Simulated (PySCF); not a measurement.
Input file:

```
{"job": {"kind": "inter", "xc": "wB97M-D3(BJ)", "basis": "def2-TZVPD", "pairs": false}, "charge": 0, "multiplicity": 1, "parts": [{"atoms": "0-2", "charge": 0, "multiplicity": 1}, {"atoms": "3-5", "charge": 0, "multiplicity": 1}]}
O      0.965250     0.757762    -0.632900
S      0.109497    -0.389154    -0.582871
O     -1.164257    -0.262746     0.059682
C      1.684205    -1.765148     2.914010
N      1.440290    -1.606716     1.807259
H      1.913233    -1.912215     3.947885
```

Launched as:

```sh
OMP_NUM_THREADS=1 python cluster_run.py task.json out
```

Geometry: PBE0-D3(BJ)/def2-TZVPD.

Computed with PySCF, wB97M-D3(BJ)/def2-TZVPD, SCF density, gas phase.

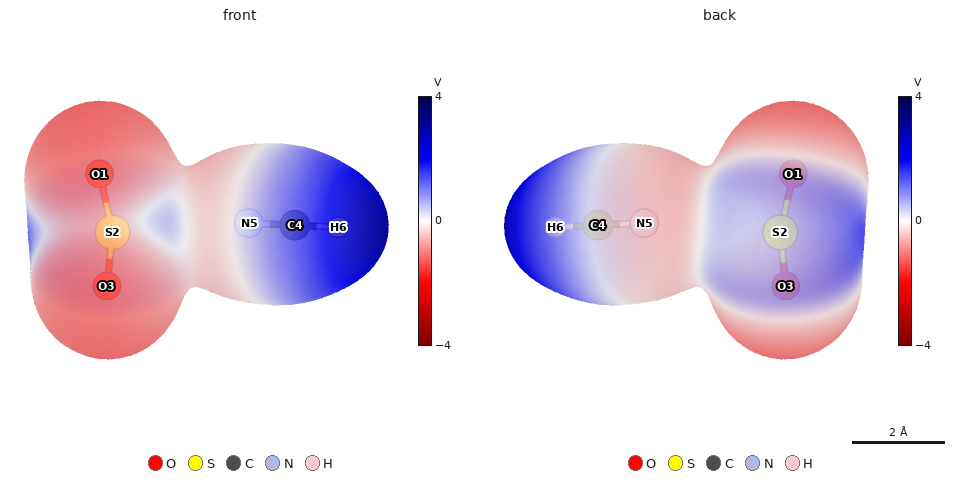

SO₂···HCN (SMILES O=S=O.C#N). The electrostatic potential painted on the density surface at 0.002 e/bohr³, seen from the front and from behind; the colour scale runs from red (negative) to blue (positive).

Q: Where is the surface potential most negative and most positive?

A: The most negative region (about −1.2 V) lies over O1 and O3, the most positive (about +3.0 V) over H6.
